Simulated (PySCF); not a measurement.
Consider CH₃AlCl₂S (SMILES C[S][Al]([Cl])[Cl]).

Input

```
{"job": {"kind": "nmr", "xc": "PBE0", "basis": {"default": "pcSseg-1", "Al": "pcSseg-2"}}, "charge": 0, "multiplicity": 1}
Al     0.356045     1.443966    -0.750787
Cl     2.307309     0.994946    -0.132844
Cl    -0.002575     3.199076    -1.816326
S     -1.269985     0.101783    -0.315216
C     -0.429707    -1.247302     0.594559
H      0.653438    -1.085255     0.668104
H     -0.619966    -2.189436     0.064429
H     -0.856348    -1.303440     1.604370
```

Launched as:

```sh
OMP_NUM_THREADS=1 python probes_run.py task.json out
```

Geometry: PBE0-D3(BJ)/def2-SVP.

Theory: PBE0/pcSseg-1 Al:pcSseg-2, SCF density, gas phase, non-relativistic in PySCF.

Predict the electron density and electron localisation function between the atoms.

C–S (1.83 Å): ρ at the midpoint is about 1.2 e/Å³; the ELF peaks at about 0.90 between the atoms: a shared electron pair.
Al–Cl (2.08 Å): ρ at the midpoint is about 0.79 e/Å³; the ELF peaks at about 0.85 in the valence shell of Cl, 0.9 Å from its nucleus, and is about 0.80 at the midpoint.
Al–S (2.15 Å): ρ at the midpoint is about 0.76 e/Å³; the ELF peaks at about 0.90 in the valence shell of S, 1.0 Å from its nucleus, and is about 0.90 at the midpoint.
C–H (1.10 Å): the density is about 2 e/Å³ at the midpoint; the ELF climbs to about 1 towards the hydrogen, as it does in any bond to H; a covalent bond by its length.

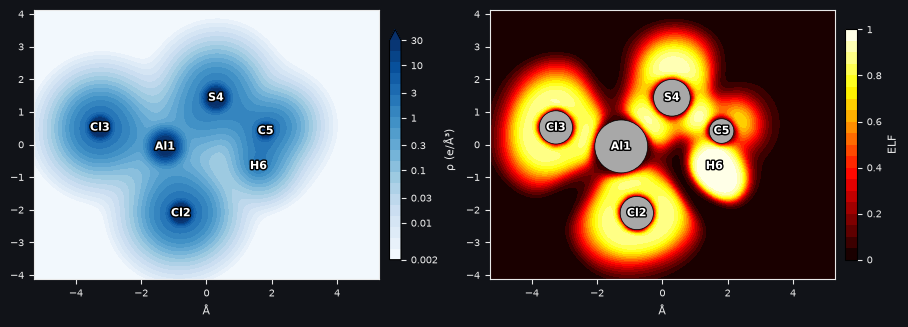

Computed electron density and electron localisation function on the plane of atoms Cl2, Al1 and S4, in this order. Grey discs cover the atomic cores in the ELF map. 
